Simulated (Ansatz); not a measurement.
# SiH₄Se: one structure at several levels

The atoms stand at a structure displaced at random from a GFN2-xTB minimum. How far do the functionals agree with CCSD(T) there?

The runs use Ansatz 0.2.0, Gaussian basis; single points in def2-TZVPP.

Correlated methods freeze the cores. Filled d shells of the heavier atoms are correlated.

## Step 1: The system as given

SMILES `[SiH3][SeH]`, 6 atoms, charge 0, spin multiplicity 1.

Atoms are counted from 1 here; the program's logs count them from 0.

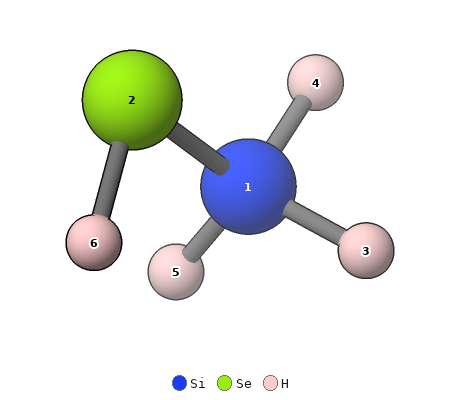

The starting geometry (silicon blue, selenium green, hydrogen pink); atoms are numbered from 1 in the order of the file.

Coordinates:

```mol
H4SeSi
  3D, bonds by distance, orders not assigned

  6  5  0  0  0  0  0  0  0  0999 V2000
   -0.2351   -0.2656   -0.4123 Si  0  0
    0.8507   -0.3619    1.4902 Se  0  0
   -1.6247    0.2607   -0.3153 H   0  0
   -0.6035   -1.7135   -0.9667 H   0  0
    0.5037    0.4465   -1.4524 H   0  0
    0.9156    1.2906    1.5494 H   0  0
  1  2  8  0
  1  3  8  0
  1  4  8  0
  1  5  8  0
  2  6  8  0
M  END
```

## Step 2: CCSD(T)/def2-TZVPP

Contents of run/in.yaml:

```yaml
crystal:
  periodic: [false, false, false]
  atoms:
    - {symbol: Si, position_ang: [-0.235100, -0.265600, -0.412300]}
    - {symbol: Se, position_ang: [0.850700, -0.361900, 1.490200]}
    - {symbol: H, position_ang: [-1.624700, 0.260700, -0.315300]}
    - {symbol: H, position_ang: [-0.603500, -1.713500, -0.966700]}
    - {symbol: H, position_ang: [0.503700, 0.446500, -1.452400]}
    - {symbol: H, position_ang: [0.915600, 1.290600, 1.549400]}
basis:
  gaussian: {orbitals: def2-TZVPP}
correlation: {method: ccsd_t}
output: {forces: true}
```

The command line of these runs was not kept.

## Step 3: PBE0-D4/def2-TZVPP

Edit run/in.yaml of step 2 so:

```diff
@@ -11,3 +11,3 @@
   gaussian: {orbitals: def2-TZVPP}
-correlation: {method: ccsd_t}
-output: {forces: true}
+hamiltonian: {xc: pbe0, dispersion: d4}
+output: {forces: true, orbitals: {seedname: orbitals}}
```

## Step 4: wB97M-V/def2-TZVPP

Edit run/in.yaml of step 3 so:

```diff
@@ -11,3 +11,3 @@
   gaussian: {orbitals: def2-TZVPP}
-hamiltonian: {xc: pbe0, dispersion: d4}
-output: {forces: true, orbitals: {seedname: orbitals}}
+hamiltonian: {xc: {name: wB97M-V}}
+output: {forces: true}
```

## Step 5: r2SCAN-D4/def2-TZVPP

Edit run/in.yaml of step 4 so:

```diff
@@ -11,3 +11,3 @@
   gaussian: {orbitals: def2-TZVPP}
-hamiltonian: {xc: {name: wB97M-V}}
+hamiltonian: {xc: r2scan, dispersion: d4}
 output: {forces: true}
```

## Step 6: PBE-D4/def2-TZVPP

Edit run/in.yaml of step 5 so:

```diff
@@ -11,3 +11,3 @@
   gaussian: {orbitals: def2-TZVPP}
-hamiltonian: {xc: r2scan, dispersion: d4}
+hamiltonian: {xc: pbe, dispersion: d4}
 output: {forces: true}
```

## Step 7: r2SCANh-D4/def2-TZVPP

Edit run/in.yaml of step 6 so:

```diff
@@ -11,3 +11,3 @@
   gaussian: {orbitals: def2-TZVPP}
-hamiltonian: {xc: pbe, dispersion: d4}
+hamiltonian: {xc: {name: r2SCANh}, dispersion: d4}
 output: {forces: true}
```

## Step 8: B97M-V/def2-TZVPP

Edit run/in.yaml of step 7 so:

```diff
@@ -11,3 +11,3 @@
   gaussian: {orbitals: def2-TZVPP}
-hamiltonian: {xc: {name: r2SCANh}, dispersion: d4}
+hamiltonian: {xc: {name: B97M-V}}
 output: {forces: true}
```

(Steps that only read results are left out.)

What does the calculation give? Wanted: energy less free atoms, CCSD(T)/def2-TZVPP; RMS force component; RMS force error; HOMO and LUMO, PBE0-D4; T1 diagnostic.

The runs gave:

| quantity | value |
| --- | --- |
| energy less free atoms, CCSD(T)/def2-TZVPP | -1538.0 kJ/mol |
| RMS force component | 1.115 to 1.251 eV/Å over the methods |
| RMS force error | PBE0-D4 0.071, wB97M-V 0.052, r2SCAN-D4 0.068, PBE-D4 0.173, r2SCANh-D4 0.059, B97M-V 0.101 eV/Å |
| HOMO and LUMO, PBE0-D4 | -7.31 and -1.15 eV |
| T1 diagnostic | 0.010 |

What this shows: Against CCSD(T) the functionals' energies less atoms differ by -42.4 to -12.1 kJ/mol, PBE-D4 by -22.9 kJ/mol. CCSD(T) in triple zeta still lacks some correlation energy of the bonds, so part of these gaps is its own basis error and they don't rank the functionals. The forces of wB97M-V come nearest to CCSD(T), those of PBE-D4 are farthest. Frozen-core CCSD(T) forces in triple zeta carry basis errors of their own, and this is one geometry, so small gaps rank nothing.
